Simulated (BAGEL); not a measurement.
# BH3S2O (SMILES OB(S)S) at HF/6-31G(d) (density fitting with qzvpp-jkfit, spherical functions)

Aim: the energy change on altering one bond length of BH3S2O at HF/6-31G* (density fitting with qzvpp-jkfit, spherical functions), from 2 runs. 

Program for the calculation: BAGEL 1.2.2.

1 further run of the same task is left out (set aside as unsound or not needed). Runs told in other sessions of the task aren't counted.

## Step 1: The molecule

The species is BH3S2O (7 atoms), meant as a singlet with charge 0. As SMILES, `OB(S)S`. Geometry: relaxed at PBE0-D4/def2-TZVP. This is one conformer, not always the lowest.

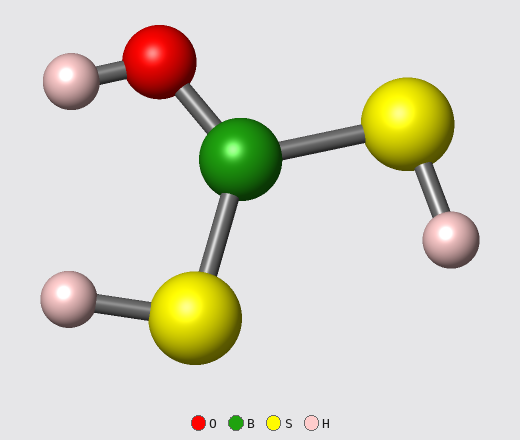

Viewed from a chosen angle; oxygen red, boron green, sulfur yellow, hydrogen pink.

## Step 2: A single-point energy at HF/6-31G(d) (density fitting with qzvpp-jkfit, spherical functions)

The input, input.json:

```json
{ "bagel" : [

{
  "title" : "molecule",
  "basis" : "6-31gs.json",
  "df_basis" : "qzvpp-jkfit",
  "angstrom" : "true",
  "geometry" : [
    { "atom" : "O", "xyz" : [      -1.258000,       0.682600,       0.409800 ] },
    { "atom" : "B", "xyz" : [      -0.068200,       0.046200,       0.279300 ] },
    { "atom" : "S", "xyz" : [       0.797400,      -0.326900,       1.829100 ] },
    { "atom" : "S", "xyz" : [       0.697600,      -0.445200,      -1.298000 ] },
    { "atom" : "H", "xyz" : [      -1.708400,       0.874500,      -0.414600 ] },
    { "atom" : "H", "xyz" : [       1.861600,      -0.919300,       1.266500 ] },
    { "atom" : "H", "xyz" : [      -0.260700,       0.020100,      -2.117700 ] }
  ]
},

{ "title" : "hf" },

{ "title" : "print", "file" : "orbitals.molden", "orbitals" : "true" }

]}
```

The basis set 6-31G* is read from a file made from the Basis Set Exchange's data (not shown).

Started as:

```console
BAGEL_NUM_THREADS=1 BAGEL input.json > input.out
```

The program printed:

```text
* using 1 threads per process

  ===============================================================
  ===============================================================

  *** Geometry ***

  { "atom" : "O", "xyz" : [     -2.377275,      1.289927,      0.774410 ] },
  { "atom" : "B", "xyz" : [     -0.128879,      0.087305,      0.527801 ] },
  { "atom" : "S", "xyz" : [      1.506868,     -0.617751,      3.456498 ] },
  { "atom" : "S", "xyz" : [      1.318273,     -0.841306,     -2.452865 ] },
  { "atom" : "H", "xyz" : [     -3.228408,      1.652565,     -0.783480 ] },
  { "atom" : "H", "xyz" : [      3.517914,     -1.737225,      2.393338 ] },
  { "atom" : "H", "xyz" : [     -0.492652,      0.037983,     -4.001873 ] },

  Number of auxiliary basis functions:      462

  Since a DF basis is specified, we compute 2- and 3-index integrals:
    o Being stored without compression. Storage requirement is 0.018 GB

  Number of basis functions:       70
  Number of electrons      :       48

    * METHOD: MOLECULE                             0.20

  *** RHF ***

  === Nuclear Repulsion ===
   188.6229054300

      * DIIS with orbital gradients will be used.

  === RHF iteration (6-31gs.json) ===
      0       -896.24511614          0.02049377           0.06
      1       -896.36000732          0.01268133           0.05
      2       -896.41185991          0.00177699           0.05
      3       -896.41378777          0.00031872           0.05
      4       -896.41386104          0.00008689           0.05
      5       -896.41386805          0.00002401           0.06
      6       -896.41386852          0.00000864           0.06
      7       -896.41386859          0.00000233           0.06
      8       -896.41386860          0.00000077           0.06
      9       -896.41386860          0.00000022           0.06
     10       -896.41386860          0.00000007           0.06
     11       -896.41386860          0.00000002           0.06
     12       -896.41386860          0.00000001           0.06
    * SCF iteration converged.

    * Permanent dipole moment:
           (    0.413737,    -0.165317,     0.986020) a.u.

    * METHOD: HF                                   0.86

    * METHOD: PRINT                                0.01

  ===============================================================
```

It took 1.2 s on 1 thread of Arm Neoverse V2, shared host; peak memory 0.098 GiB.

## Step 3: The distorted shape

The input, input.json:

```json
{ "bagel" : [

{
  "title" : "molecule",
  "basis" : "6-31gs.json",
  "df_basis" : "qzvpp-jkfit",
  "angstrom" : "true",
  "geometry" : [
    { "atom" : "O", "xyz" : [   -1.122859,    0.625021,    0.657158 ] },
    { "atom" : "B", "xyz" : [    0.066941,   -0.011379,    0.526658 ] },
    { "atom" : "S", "xyz" : [    0.932541,   -0.384479,    2.076458 ] },
    { "atom" : "S", "xyz" : [    0.832741,   -0.502779,   -1.050642 ] },
    { "atom" : "H", "xyz" : [   -1.708400,    0.874500,   -0.414600 ] },
    { "atom" : "H", "xyz" : [    1.996741,   -0.976879,    1.513858 ] },
    { "atom" : "H", "xyz" : [   -0.125559,   -0.037479,   -1.870342 ] }
  ]
},
{ "title" : "hf" },
{ "title" : "print", "file" : "orbitals.molden", "orbitals" : "true" }

]}
```

The basis set 6-31G* is read from a file made from the Basis Set Exchange's data (not shown).

Started as:

```console
BAGEL_NUM_THREADS=1 BAGEL input.json > input.out
```

The program printed:

```text
* using 1 threads per process

  ===============================================================
  ===============================================================

  *** Geometry ***

  { "atom" : "O", "xyz" : [     -2.121896,      1.181119,      1.241849 ] },
  { "atom" : "B", "xyz" : [      0.126500,     -0.021503,      0.995239 ] },
  { "atom" : "S", "xyz" : [      1.762247,     -0.726560,      3.923937 ] },
  { "atom" : "S", "xyz" : [      1.573652,     -0.950115,     -1.985426 ] },
  { "atom" : "H", "xyz" : [     -3.228408,      1.652565,     -0.783480 ] },
  { "atom" : "H", "xyz" : [      3.773294,     -1.846034,      2.860777 ] },
  { "atom" : "H", "xyz" : [     -0.237272,     -0.070825,     -3.534434 ] },

  Number of auxiliary basis functions:      462

  Since a DF basis is specified, we compute 2- and 3-index integrals:
    o Being stored without compression. Storage requirement is 0.018 GB

  Number of basis functions:       70
  Number of electrons      :       48

    * METHOD: MOLECULE                             0.20

  *** RHF ***

  === Nuclear Repulsion ===
   187.2175550439

      * DIIS with orbital gradients will be used.

  === RHF iteration (6-31gs.json) ===
      0       -896.16752604          0.02173411           0.06
      1       -896.27822651          0.01568537           0.06
      2       -896.35834006          0.00196650           0.06
      3       -896.36081487          0.00037565           0.05
      4       -896.36092846          0.00011260           0.06
      5       -896.36094205          0.00003266           0.06
      6       -896.36094317          0.00001162           0.06
      7       -896.36094330          0.00000448           0.06
      8       -896.36094332          0.00000196           0.06
      9       -896.36094332          0.00000061           0.06
     10       -896.36094332          0.00000017           0.06
     11       -896.36094332          0.00000005           0.06
     12       -896.36094332          0.00000002           0.06
     13       -896.36094332          0.00000001           0.06
    * SCF iteration converged.

    * Permanent dipole moment:
           (    0.483469,    -0.197589,     1.066638) a.u.

    * METHOD: HF                                   0.96

    * METHOD: PRINT                                0.01

  ===============================================================
```

It took 1.4 s on 1 thread of Arm Neoverse V2, shared host; peak memory 0.098 GiB.

## Step 4: What came out

At HF/6-31G* (density fitting with qzvpp-jkfit, spherical functions):

| quantity | value |
| --- | --- |
| first shape: total energy | -896.41387 Eh |
| first shape: dipole moment | 2.75 D |
| first shape: HOMO energy | -10.18 eV |
| first shape: LUMO energy | 3.87 eV |
| first shape: HOMO–LUMO gap | 14.05 eV |
| distorted shape: total energy | -896.36094 Eh |
| distorted shape: dipole moment | 3.02 D |
| distorted shape: HOMO energy | -10.15 eV |
| distorted shape: LUMO energy | 2.75 eV |
| distorted shape: HOMO–LUMO gap | 12.90 eV |
| energy change with the O1–H5 bond stretched from 0.959 to 1.247 Å | 1.440 eV |

In words: With the O1–H5 bond stretched from 0.959 to 1.247 Å the energy rises by 1.44 eV (33 kcal/mol). The first shape isn't relaxed at this level, so the change isn't measured from a minimum.
